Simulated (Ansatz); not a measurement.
Cl4Ge

Input

```
crystal:
  periodic: [false, false, false]
  atoms:
    - { symbol: Ge, position_ang: [0.0, 0.0, 0.0] }
    - { symbol: Cl, position_ang: [0.0, 0.0, 2.22] }
    - { symbol: Cl, position_ang: [2.0935, 0.0, -0.7393] }
    - { symbol: Cl, position_ang: [-1.0456, 1.8115, -0.7393] }
    - { symbol: Cl, position_ang: [-1.0456, -1.8115, -0.7393] }
basis:
  gaussian: { orbitals: def2-SVP }
hamiltonian:
  xc: pbe
relax:
  f_tol: 0.02
  max_steps: 40
output:
  orbitals: {}
```

Command:

```sh
ansatz run input.yaml --threads 2 --pin off --max-ram 3072MiB --backend cpu --events-out ev --progress --plain --runs-dir out
```

The fields are those of the run's last geometry, not of the input's.

Computed with Ansatz, RKS PBE/def2-SVP.

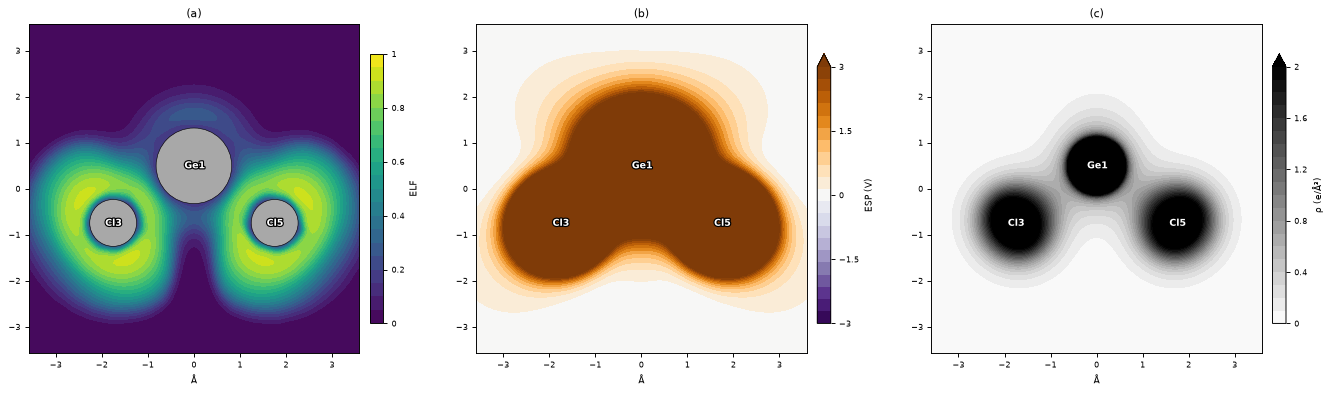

Figure 1. (a) ELF; (b) molecular electrostatic potential; (c) electron density on the plane of atoms Cl3, Ge1 and Cl5. Grey discs cover the atomic cores in the ELF map.

Q: Read the bonding off the picture.

A: Atoms in the plane: Ge and Cl. Ge–Cl (2.15 Å): ρ at the midpoint is about 0.74 e/Å³; the ELF peaks at about 0.80 in the valence shell of Cl, 0.9 Å from its nucleus, and is about 0.65 at the midpoint. The ELF also peaks beside Cl5 and Cl3, away from the bonds: lone-pair regions. The potential has no marked negative region in this plane.

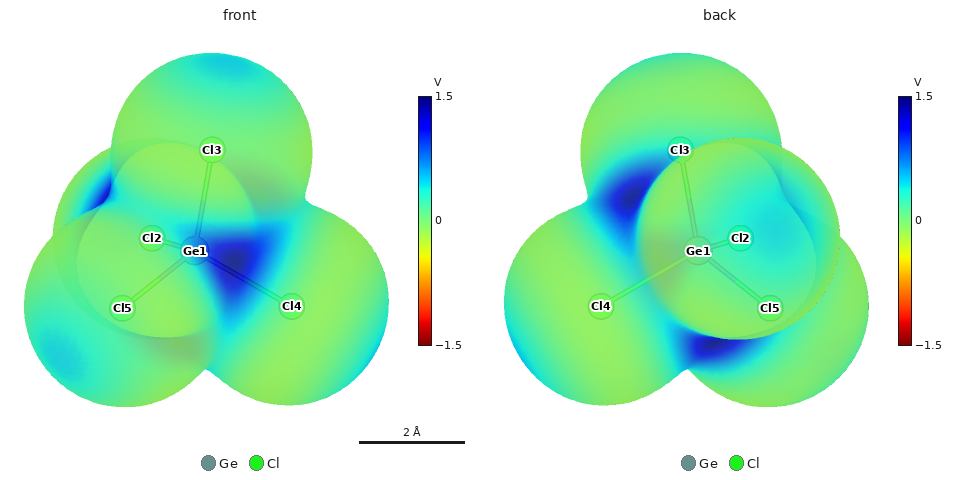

Figure 2. The electrostatic potential painted on the density surface at 0.002 e/bohr³, seen from the front and from behind; the colour scale runs from red (negative) to blue (positive).

Q: Describe the electrostatic potential map.

A: The most negative region (about −0.1 V) lies over Cl2, Cl3, Cl4 and Cl5, the most positive (about +1.4 V) over Ge1. Cl2 shows a σ-hole: about +0.5 V at the tip opposite its bond, against about −0.1 V on its flanks. Cl3 shows a σ-hole: about +0.5 V at the tip opposite its bond, against about −0.1 V on its flanks. Cl4 shows a σ-hole: about +0.5 V at the tip opposite its bond, against about −0.1 V on its flanks. Cl5 shows a σ-hole: about +0.5 V at the tip opposite its bond, against about −0.1 V on its flanks.

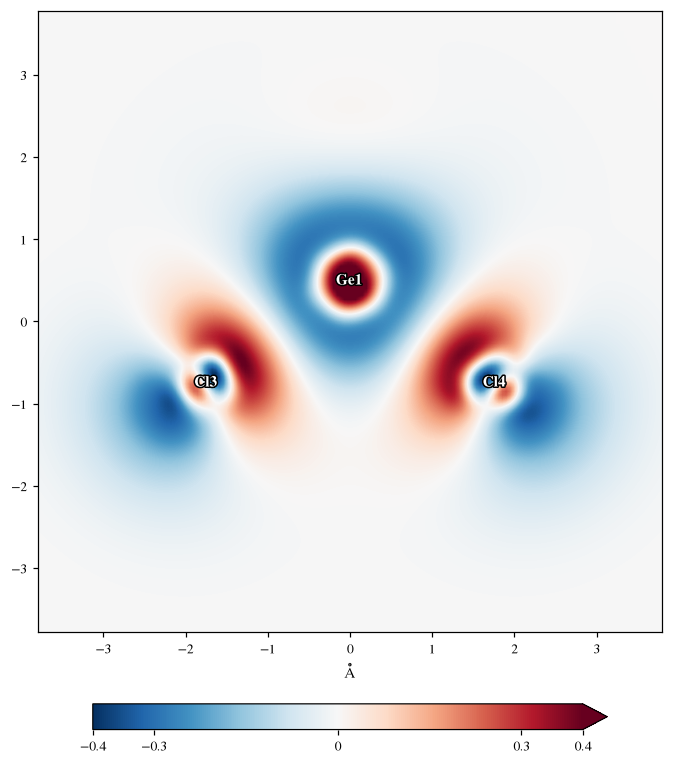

Figure 3. One frontier orbital on the plane of atoms Cl3, Ge1 and Cl4 (values in Å⁻³ᐟ²; the overall sign is arbitrary).

Q: Which orbital is it: HOMO or LUMO?

A: The LUMO, at −3.37 eV. It lies mainly on Ge1 (about 30 %), Cl2 (about 15 %), Cl3 (about 15 %), Cl4 (about 15 %) and Cl5 (about 15 %).
